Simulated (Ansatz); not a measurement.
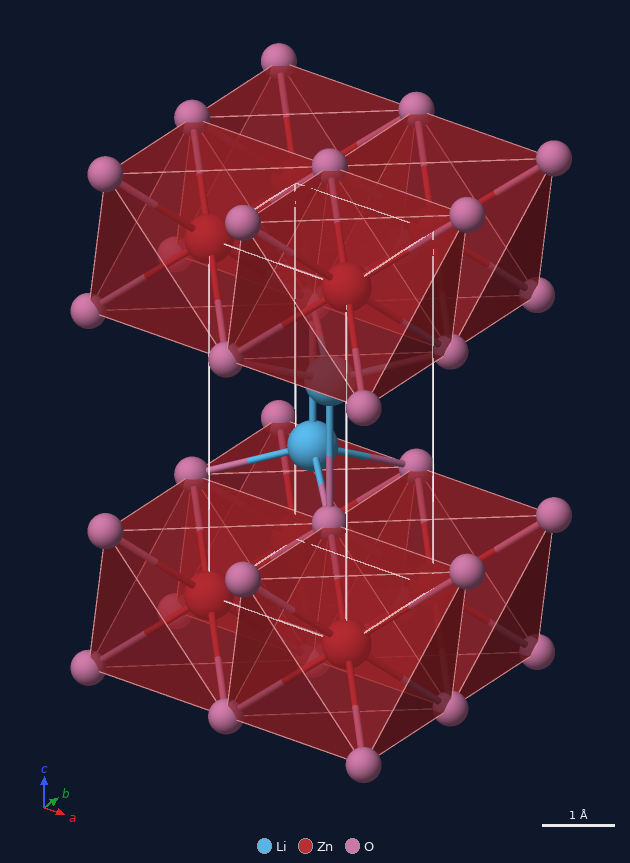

Drawn in the polyhedral manner and seen slightly off an axis. The frame is the conventional unit cell; atoms at its boundary are shown with their periodic copies. Some neighbours outside the box are added.

Li$_{2}$ZnO$_{2}$, CaAl₂Si₂ type, space group P-3m1 (No. 164), a = 3.160 Å, b = 3.160 Å, c = 5.178 Å, α = 90.00°, β = 90.00°, γ = 120.00°. It goes back to a structure type filled with these elements by a generator (whether the compound takes this form wasn't checked). Earlier steps of the study, as a rule a relaxation of our own, may have changed the cell and positions, so they can lie some per cent off the listed ones. It went into a calculation with Ansatz.

This one geometry was computed with Ansatz (DFT, plane waves, PAW) at three levels of theory: r2SCAN, HSE06 and PBE.

**Which level gives the highest pressure at this volume, and what does that say about its equilibrium volume?**

Highest: PBE (0.0 GPa), which points to the largest equilibrium volume. Lowest, with the smallest volume: r2SCAN (-5.1 GPa) and HSE06 (-4.9 GPa). Levels within 0.5 GPa of each other can't be told apart.

**How does the band gap change with the level of theory?**

PBE: a gap of 2.93 eV, indirect; r2SCAN: a gap of 3.54 eV, indirect; HSE06: a gap of 4.66 eV, indirect.

**Collect the results in a table.**

| level | cutoff (eV) | k-mesh of the run's cell | gap (eV) | pressure (GPa) |
| --- | --- | --- | --- | --- |
| r2SCAN | 500 | 12×12×6 | 3.54 | -5.1 |
| HSE06 | 420 | 6×6×4 | 4.66 | -4.9 |
| PBE | 420 | 12×12×6 | 2.93 | 0.0 |

Gaps are taken on the k-mesh or band path of each run.
